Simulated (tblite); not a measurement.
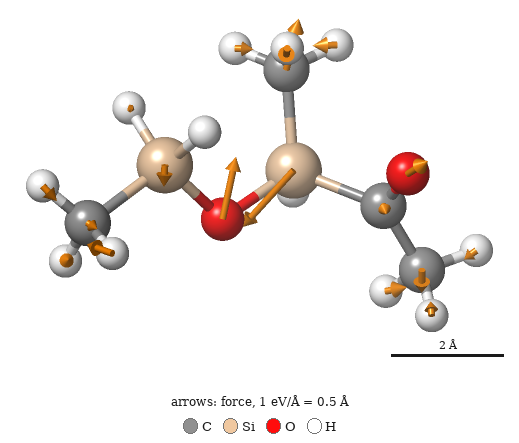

Starting geometry of C4H12O2Si2 with the computed forces as orange arrows. Style: ball-and-stick. Shown at a tilt.

Level of theory: GFN2-xTB geometry optimisation, gas phase (tblite). 

What follows when this structure is relaxed?

Answer. It isn't relaxed: the largest force vector, on a Si atom, is 2.90 eV/Å. The final displacements have little in common with the starting forces (cosine between the two patterns 0.12). Over 176 geometry steps the energy falls by 0.937 eV. The largest move after the best rigid fit is that of an O atom, 2.19 Å. Largest moves by element: O 2.19 Å, H 1.54 Å, C 1.06 Å, Si 0.60 Å. Among the contacts that change: O–Si 1.718 → 1.610 Å, C–Si 1.863 → 1.930 Å, C–Si 1.833 → 1.896 Å, O–Si 1.693 → 1.643 Å. Among the angles between lasting bonds that change: Si–O–Si 113.3° → 147.2°, O–Si–H 111.7° → 100.5°, C–Si–H 106.3° → 112.6°. Groups turn about O–Si by about 130°, O–Si by about 125°, C–Si by about 85°.
